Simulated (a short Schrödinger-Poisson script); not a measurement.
Structure: gated Al0.4Ga0.6N/GaN polarisation-induced gas, at 300 K.

| layer | material | thickness (nm) | Na (cm⁻³) |
|---|---|---|---|
| 1 | Al0.4Ga0.6N | 30 | - |
| 2 | GaN | 6000 | 4e14 |

Constants are typed, rounded textbook-type inputs, not results; the design itself was drawn at random and stands for no fabricated device. Al0.4Ga0.6N: permittivity 9.26, conduction-band edge (eV) 0.58, gap (eV) 4.258, electron mass (mₑ) 0.248, Nv at 300 K (cm⁻³) 4.6e19. GaN: permittivity 9.5, conduction-band edge (eV) 0, gap (eV) 3.43, Nv at 300 K (cm⁻³) 4.6e19.

Channel valleys (confinement mass, in-plane density-of-states mass, number): Γ 0.2, 0.2, 1. At the gate the conduction-band edge of layer 1 lies 1.36 eV − eVg above the Fermi level of the channel; the field vanishes at the back. Sheet of polarisation charge: +2e13 e/cm² at 30 nm from the gate. The barrier under the gate holds no holes. Gaps are held at their typed values at every temperature. Mesh 0.08 nm at interfaces.

Solved with a short Schrödinger-Poisson script written for these runs: 1D Poisson equation in equilibrium, electrons quantum, Hartree plus LDA exchange-correlation (BenDaniel-Duke, 40 states a valley, the channel's in-plane mass for all, wave functions free to enter the barrier), parabolic valleys, classical holes, full ionisation, no traps, pinning or gate leakage.

Only gate voltages with over 1e8 electrons/cm² are shown.

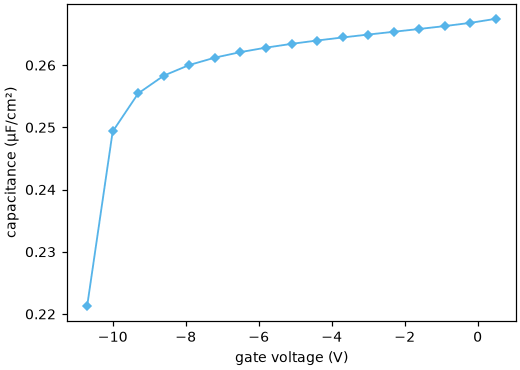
Figure: Quasi-static capacitance against gate voltage

```csv
Vg (V),electrons (cm⁻²),in the channel layer,C (μF/cm²),Γ E0 (meV),Γ E1 (meV)
0.5,1.86e13,1.69e13,0.267,-194.4,-8.8
-0.2,1.74e13,1.60e13,0.267,-183.1,-4.7
-0.9,1.63e13,1.51e13,0.266,-171.5,-0.7
-1.6,1.51e13,1.41e13,0.266,-159.8,3.3
-2.3,1.40e13,1.31e13,0.265,-147.9,7.2
-3,1.28e13,1.21e13,0.265,-135.9,11.3
-3.7,1.16e13,1.11e13,0.264,-123.7,15.3
-4.4,1.05e13,1.00e13,0.264,-111.4,19.4
-5.1,9.34e12,8.99e12,0.263,-98.9,23.5
-5.8,8.19e12,7.92e12,0.263,-86.1,27.7
-6.5,7.04e12,6.85e12,0.262,-73.1,32.0
-7.2,5.90e12,5.76e12,0.261,-59.6,36.5
-7.9,4.76e12,4.67e12,0.260,-45.4,41.2
-8.6,3.62e12,3.57e12,0.258,-29.9,46.4
-9.3,2.50e12,2.48e12,0.255,-12.1,52.8
-10,1.40e12,1.39e12,0.249,11.6,62.6
-10.7,3.48e11,3.47e11,0.221,59.4,89.9
```

Subbands count from the Fermi level.
